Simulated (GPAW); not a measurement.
# TiB2 (P6/mmm): the Ti K absorption edge, part 4 of 4

How does the Ti K edge of TiB2 (P6/mmm) move when the bonds are compressed or stretched?

GPAW 26.7.0; X-ray absorption from dipole matrix elements to empty bands, plane-wave PAW PBE.

So far. Step 8 (Spectrum with XCH, Ti atom 1): Against the first run the r.m.s. difference is 8 %. The highest intensity below 24 eV goes from 16.4 eV (2.35) to 16.8 eV (2.33). Step 10 (Spectrum with XCH, Ti atom 1): The scaled spectrum changes by 8 % r.m.s. The highest intensity below 24 eV goes from 16.4 eV (2.35) to 16.0 eV (2.38).

### Step 12. Spectrum with XCH, Ti atom 1

Shorter bonds are expected to push antibonding states and scattering resonances up, and longer ones down; the cell is scaled to test that.

Changed against the first core-hole run: volume scale from 1 to 1.06.

Input file xas.py:

```python
import numpy as np
from ase import Atoms
from ase.parallel import parprint, paropen
from gpaw import GPAW, PW, FermiDirac, Mixer, MixerDif, setup_paths
from gpaw.test import gen
setup_paths.insert(0, '.')
gen('Ti', name='fch1s', xcname='PBE', corehole=(1, 0, 1), write_xml=True)
from gpaw.mpi import world
world.barrier()

atoms = Atoms('Ti6B12',
    cell=[[0, 5.34963146, 0],
     [-4.63291674, -2.67481573, 0],
     [0, 0, 6.58343607]],
    scaled_positions=[[0, 0, 0],
     [0.33333333, 0.66666667, 0],
     [0, 0, 0.5],
     [0.66666667, 0.33333333, 0],
     [0.33333333, 0.66666667, 0.5],
     [0.66666667, 0.33333333, 0.5],
     [0, 0.66666667, 0.25],
     [0.33333333, 0.33333333, 0.25],
     [0, 0.66666667, 0.75],
     [0.66666667, 0, 0.25],
     [0.33333333, 0.33333333, 0.75],
     [0.66666667, 0, 0.75],
     [0.33333333, 0, 0.25],
     [0.66666667, 0.66666667, 0.25],
     [0.33333333, 0, 0.75],
     [0, 0.33333333, 0.25],
     [0.66666667, 0.66666667, 0.75],
     [0, 0.33333333, 0.75]],
    pbc=True)
atoms.calc = calc = GPAW(legacy_gpaw=True, mode=PW(430, force_complex_dtype=True), xc='PBE', setups={0: 'fch1s'},
    kpts={'size': (5, 5, 4), 'gamma': True}, occupations=FermiDirac(0.1),
    charge=-1, mixer=Mixer(0.1, 5, 50), maxiter=150,
    convergence={'density': 0.0001, 'eigenstates': 1e-6}, txt='scf.txt')
energy = atoms.get_potential_energy() + calc.get_reference_energy()
ef = calc.get_fermi_level()
out = dict(energy=energy, fermi=ef, forces=atoms.get_forces().tolist())
parprint(f'all-electron energy {energy:.4f} eV, Fermi level {ef:.4f} eV')
ev = np.array([[calc.get_eigenvalues(k, s) for k in range(len(calc.get_ibz_k_points()))] for s in range(calc.get_number_of_spins())])
out['homo'], out['lumo'], out['counts'] = ev[ev < ef].max(), ev[ev > ef].min(), sorted(set((ev < ef).sum((0, 2)).tolist()))
out['filled'] = (ev[:, 0] < ef).sum(1).tolist()

from ase.units import Ha
from gpaw.xas import dipole_matrix_elements
nb = int(calc.get_number_of_electrons() / 2) + 130
top, nb = nb, nb + 8 + nb // 12
nscf = calc.fixed_density(kpts={'size': (7, 7, 5), 'gamma': True}, nbands=nb,
    convergence={'bands': top, 'eigenstates': 5e-3}, maxiter=60, txt='nscf.txt')
cell = atoms.cell.array
ops = [cell.T @ U.T @ np.linalg.inv(cell.T) for U in nscf.wfs.kd.symmetry.op_scc]
E = np.arange(-6, 34, 0.1)
fwhm = np.interp(E, [4, 25], [0.94, 3.5])
Y, X, zero, highest = 0, 0, 1e9, 1e9
for spin in range(nscf.get_number_of_spins()):
    wfs = nscf.wfs
    mine = wfs.bd.get_slice()  # this rank's bands
    A = dipole_matrix_elements(wfs.setups[0])
    eps = np.zeros((wfs.kd.nibzkpts, nb))
    d = np.zeros((3, A.shape[1], wfs.kd.nibzkpts, nb), complex)
    for kpt in wfs.kpt_u:
        if kpt.s == spin and 0 in kpt.P_ani:
            eps[kpt.k, mine] = kpt.eps_n * Ha
            d[:, :, kpt.k, mine] = (kpt.weight * wfs.nspins / 2) ** 0.5 * np.inner(A, kpt.P_ani[0])
    world.sum(eps)
    world.sum(d)
    T = np.einsum('amkn,bmkn->abkn', d, d.conj()).real
    T = sum(np.einsum('ai,ijkn,bj->abkn', R, T, R) for R in ops) / len(ops)
    empty = eps > ef
    zero, highest = min(zero, eps[empty].min()), min(highest, eps[:, top - 1].min())
    lines = [(eps, T, empty)] if spin == 0 else lines + [(eps, T, empty)]
for eps, T, empty in lines:
    f = np.einsum('aakn->akn', T).reshape(3, -1)
    x = eps.ravel() - zero
    w = np.interp(x, E, fwhm) / 2.35482
    g = np.exp(-0.5 * ((E[:, None] - x) / w) ** 2) / (w * (2 * np.pi) ** 0.5)
    Y = Y + (f * empty.ravel()) @ g.T
    X = X + (f * ~empty.ravel()) @ g.T
out.update(E=E.round(2).tolist(), xas=Y.tolist(), xes=X.tolist(), zero=zero, valid=highest - zero, nk=len(eps), nb=nb)
for i in range(0, len(E), 10):
    parprint(f'{E[i]:7.2f}', *(f'{v:10.3e}' for v in Y[:, i]))
import json
with paropen('out.json', 'w') as f:
    json.dump(out, f)
```

The run is started by

```bash
$ OMP_NUM_THREADS=1 mpirun -n 4 gpaw python xas.py
```

Numbers of over 12 decimals in the logs are rounded to 6 here.

What it wrote:

```text
Input parameters:
  charge: -1
  convergence: {density: 0.0001,
                eigenstates: 1e-06}
  kpts: {gamma: True,
         size: (5, 5, 4)}
  maxiter: 150
  mixer: {backend: pulay,
          beta: 0.1,
          method: separate,
          nmaxold: 5,
          weight: 50}
  mode: {ecut: 430.0,
         force_complex_dtype: True,
         name: pw}
  occupations: {fixmagmom: False,
[...]
*d    :     0.343888
--------------------------------

Diagonalizing with gridspacing h=0.050

state   all-electron     PAW
-------------------------------
3s:      -2.998602    -2.998884
3p:      -2.109826    -2.110472
3d:      -0.656112    -0.656704
*f:                   -0.028297
-------------------------------
all-electron energy -142532.9339 eV, Fermi level 10.8147 eV
[...]
32.00  3.470e-07  3.470e-07  2.921e-07
  33.00  3.730e-07  3.730e-07  2.741e-07
[key lines of the parts left out:]
Converged after 20 iterations.
Dipole moment: (0.000000, -0.000000, -0.000000) |e|*Ang
Free energy:   -150.620670
Fermi level: 10.81472
```

It took 4.3 min on 4 MPI ranks of Arm Neoverse V1, shared host; peak memory 0.59 GiB.

```csv
E (eV),first run,this run
-2.0,0.00,0.00
-1.0,0.00,0.00
0.0,0.02,0.02
1.0,0.10,0.10
2.0,0.18,0.19
3.0,0.24,0.24
4.0,0.31,0.29
5.0,0.36,0.42
6.0,0.50,0.47
7.0,0.53,0.63
8.0,0.81,0.92
9.0,1.04,1.01
10.0,0.97,0.89
11.0,0.89,0.90
12.0,0.98,1.21
13.0,1.36,1.70
14.0,1.77,2.05
15.0,2.07,2.32
16.0,2.31,2.37
17.0,2.26,1.89
18.0,1.74,1.20
19.0,1.11,0.77
20.0,0.76,0.75
21.0,0.78,0.93
22.0,0.96,1.06
23.0,1.08,1.12
24.0,1.12,1.16
25.0,1.15,1.18
26.0,1.17,1.15
27.0,1.16,1.07
28.0,1.09,0.95
29.0,0.99,0.85
30.0,0.89,0.78
31.0,0.81,0.74
32.0,0.76,0.73
```

The scaled spectrum changes by 16 % r.m.s. A shift of -0.8 eV leaves 4 %. The highest intensity below 24 eV goes from 16.4 eV (2.35) to 15.6 eV (2.40).

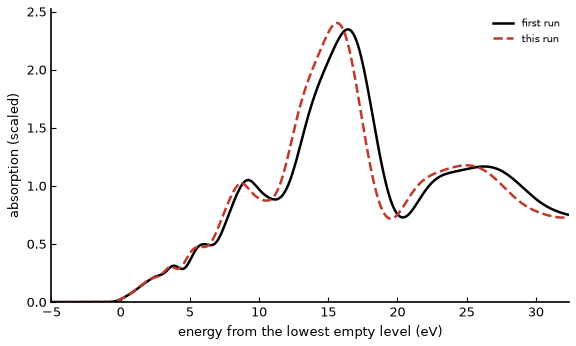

The effect of the change (volume scale from 1 to 1.06).

The photon energy of the zero moves by +0.17 eV.

### Step 13. The volumes side by side

```csv
volume,nearest distance (Å),shift of the zero (eV),maximum 1 (eV above own zero),maximum 2 (eV above own zero),maximum 3 (eV above own zero)
0.94,2.331,-0.20,9.8,17.3,27.2
0.97,2.356,-0.09,9.5,16.8,26.8
1,2.380,+0.00,9.2,16.4,26.3
1.03,2.404,+0.09,9.0,16.0,25.7
1.06,2.427,+0.17,8.7,15.6,25.0
```

The curves, each shifted by its zero's change so that they share one photon-energy axis, counted from the zero at V × 1:

```csv
E (eV),V × 0.94,V × 0.97,V × 1,V × 1.03,V × 1.06
-2.0,0.00,0.00,0.00,0.00,0.00
-1.0,0.00,0.00,0.00,0.00,0.00
0.0,0.04,0.03,0.02,0.02,0.02
1.0,0.11,0.10,0.10,0.09,0.08
2.0,0.20,0.19,0.18,0.18,0.17
3.0,0.26,0.25,0.24,0.23,0.23
4.0,0.32,0.32,0.31,0.30,0.30
5.0,0.33,0.34,0.36,0.37,0.39
6.0,0.52,0.51,0.50,0.49,0.47
7.0,0.51,0.52,0.53,0.55,0.58
8.0,0.74,0.78,0.81,0.84,0.87
9.0,1.03,1.04,1.04,1.04,1.02
10.0,1.06,1.01,0.97,0.93,0.91
11.0,0.94,0.90,0.89,0.88,0.88
12.0,0.92,0.94,0.98,1.05,1.14
13.0,1.13,1.23,1.36,1.49,1.63
14.0,1.52,1.65,1.77,1.89,2.00
15.0,1.87,1.97,2.07,2.18,2.28
16.0,2.14,2.23,2.31,2.37,2.39
17.0,2.31,2.31,2.26,2.16,2.00
18.0,2.13,1.95,1.74,1.52,1.30
19.0,1.57,1.32,1.11,0.94,0.81
20.0,1.00,0.85,0.76,0.72,0.73
21.0,0.75,0.74,0.78,0.84,0.90
22.0,0.83,0.89,0.96,1.01,1.05
23.0,1.00,1.05,1.08,1.10,1.11
24.0,1.10,1.11,1.12,1.13,1.15
25.0,1.14,1.14,1.15,1.16,1.18
26.0,1.16,1.16,1.17,1.17,1.16
27.0,1.17,1.16,1.16,1.13,1.09
28.0,1.15,1.13,1.09,1.04,0.97
29.0,1.10,1.05,0.99,0.93,0.86
30.0,1.02,0.95,0.89,0.83,0.79
31.0,0.93,0.86,0.81,0.77,0.75
32.0,0.85,0.80,0.76,0.74,0.73
```

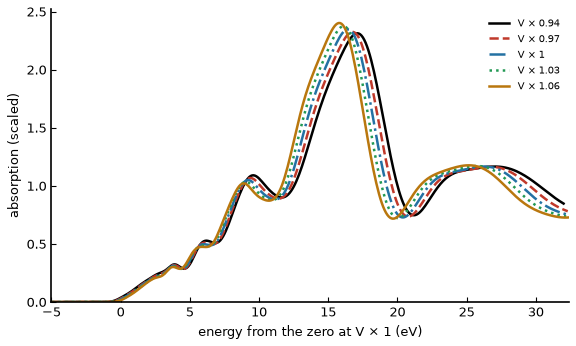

The edge at each volume, on one photon-energy scale.

### Step 14. What came out

```
absorber and edge                               : Ti K, atom 1 of the ground-state input (counted from 1)
surroundings                                    : 12 B at 2.38 Å (12-fold, site symmetry 6/mmm)
highest intensity below 24 eV                   : 16.4 eV above the zero, height 2.35
photon energy of the zero, with the added terms : 4960.7 eV (raw 4983.5 eV; uncertain by a few eV)
```

In words: From V × 0.94 to V × 1.06 the nearest distance grows by 0.095 Å and the zero moves by +0.36 eV. Above their own zero, the maxima move from 9.8 to 8.7 eV, from 17.3 to 15.6 eV and from 27.2 to 25.0 eV. The one highest in energy moves most, in the direction that the rule ΔE·R² ≈ constant for scattering resonances gives. The Ti K edge of atom 1, with 12 B at 2.38 Å (12-fold, site symmetry 6/mmm), has its highest intensity of the first 24 eV at 16.4 eV above the zero, near 4977 eV in photon energy (uncertain by a few eV), 2.3 times the mean level of the first 20 eV (Gaussian full width 0.94 eV up to 4 eV, rising linearly to 3.5 eV at 25 eV). At the Ti K edge of atom 1 polarisation matters most near 19.2 eV, where the curves differ by 0.8 on this scale. Quadrupole 1s→3d transitions, which feed the pre-edge, are not in the dipole spectrum. The holes are only 5.2 Å apart, so the shape is probably not converged with cell size; no larger cell was run here. The structure is a published determination, not relaxed.

[Banner, clock and machine lines of the logs are left out without a mark of their own.]

[Logs are printed without paths, hosts, clocks, repeated set-up lines and the standing remarks that a program may print on its own settings, such as how far it seeks lower states.]

[Hosts, paths, dates, database ids (printed as entryN), source tags and the programs' standing remarks are cut or masked in the printed files.]

[Lists of maxima count a maximum above −3 eV only where it reaches 4 % of the highest in the window and stands out from its surroundings by 2 % of it (1.5 % where it reaches 55 %); shoulders and weaker maxima are passed over, and of the rest the first, up to two pre-edge ones and the few strongest are named.]
